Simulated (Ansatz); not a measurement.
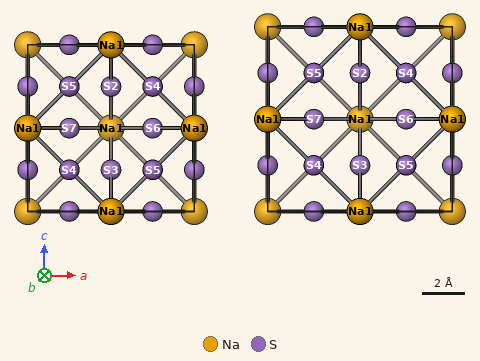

Two geometries of a crystal of NaS6 (a generated structure, set up in Fm-3m) (coarse preliminary run), drawn at one scale. One is the start of a relaxation, the other its converged end. A ball-and-stick model of the conventional cell (4 times the calculation's cell), seen along the b axis. Lengths and directions refer to the drawn axes.

Computed with DFT PBE, scalar-relativistic, plane waves, PAW (Ansatz). Set-up: plane-wave cutoff 420 eV; k-point mesh 4 × 4 × 4; occupations gaussian; smearing width 0.1 eV; no spin polarisation; cell and atoms relaxed; force threshold 0.04 eV/Å; at most 70 steps.

Which of the two is the end point?

Answer. The left one is the relaxed one. The energy falls by 265 meV per atom in 2 accepted moves (3 points after the start). All forces vanish by symmetry, so only the cell relaxes. Pressure: −9.64 GPa at the start and −0.17 GPa at the end. The SCF was repeated once at an unchanged geometry on a basis and grid sized afresh for the cell, which shifted the energy by 0.2 meV per atom at most. The atoms keep their places relative to the cell (all moves are under 0.005 Å). The volume changes by −26.5 %, with a = b = c 8.841 → 7.979 Å (−9.8 %). Among the contacts that change: Na1–S2 3.126 → 2.821 Å, S2–S4 3.126 → 2.821 Å. The space group stays Fm-3m (No. 225). The run took 11 s on 1 thread of Arm Neoverse V1 (shared host), peak memory 0.39 GiB.
